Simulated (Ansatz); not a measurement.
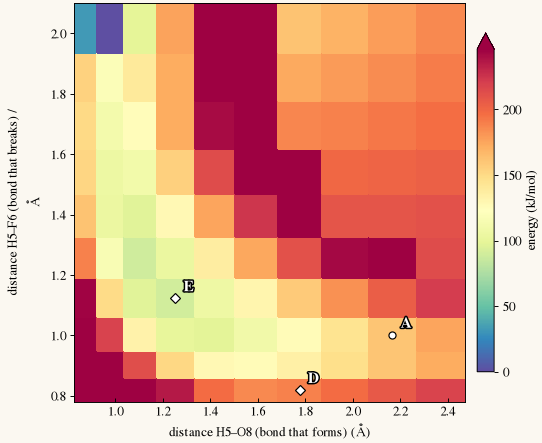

The reacting system AlClFH₅O (fragments AlClFH₃ + H₂O where the first distance is long, AlClFH₃O + H₂ where the second is long). 
- The first coordinate is: distance H5–O8 (bond that forms); the second: distance H5–F6 (bond that breaks).
- Relaxed at each point: all other coordinates.
- The scan uses a 10 × 10 grid.
- Points are written as (first, second).
- Energies are in kJ/mol, from the lowest grid point.
- Energies and slopes of some neighbouring points disagree (a jump in structure or state, or too coarse a mesh). The reference is spin-restricted, so regions where a bond is pulled apart into radicals lie too high.
- Theory: RKS PBE0-D4/def2-SVP (Ansatz 0.2.0).

In the figure: one coloured cell a grid point, one colour for all values above the top of the scale, lettered points.

Question: Is D the lowest point of the computed grid?

Answer: No. D lies 189 kJ/mol above the lowest grid point, which is at (0.969 Å, 2.019 Å).

Question: Rank the lettered points by energy, lowest first.

Answer: E (90 kJ/mol), A (161 kJ/mol), D (189 kJ/mol).
